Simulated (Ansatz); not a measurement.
Start from SiC in the wurtzite structure (space group P6_3mc, No. 186; a = 3.076 Å, c = 5.048 Å).

Perturbation: the cell is scaled by 1.0112 in all directions, atoms relaxed at fixed cell.

Method: DFT with PBEsol, PAW potentials and a 420 eV plane-wave cutoff in Ansatz (a first-principles code), no spin-orbit coupling.

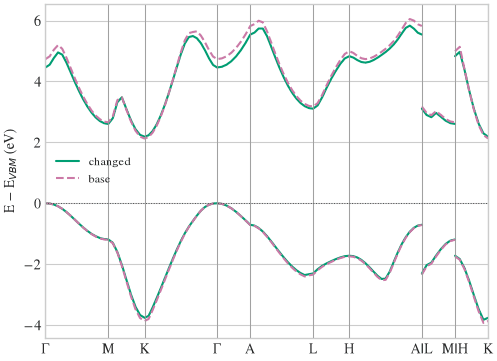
Fig. 1. Highest valence and lowest conduction band along the path, each from its own valence-band maximum

Question: From the figure, how large is the changed gap, and is it direct?

Answer: About 2.2 eV, indirect, Γ → K.

The cells carry an imposed strain or load. Gaps are Kohn–Sham eigenvalue differences; semilocal functionals usually give less than the measured gap. Stability against distortions was not tested.
